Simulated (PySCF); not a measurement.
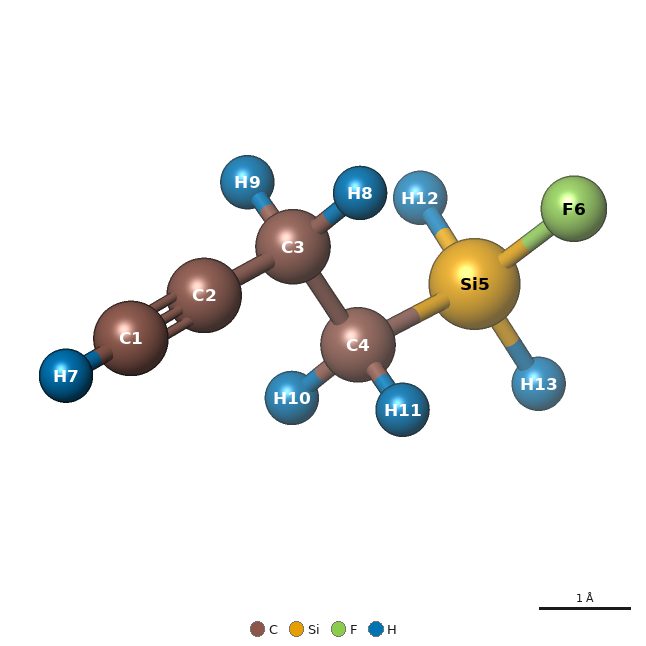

Orthographic view. Depth is shown by fading: the farther an atom, the more it takes the colour of the background. The geometry was computed by an optimisation with PBE0-D3(BJ)/def2-SVP. No frequency run is at hand to confirm it as a minimum.

List the bonded neighbours of every atom.

C1: C2, H7
C2: C1, C3
C3: C2, C4, H8, H9
C4: C3, Si5, H10, H11
Si5: C4, F6, H12, H13
F6: Si5
(terminal hydrogens appear only as neighbours)
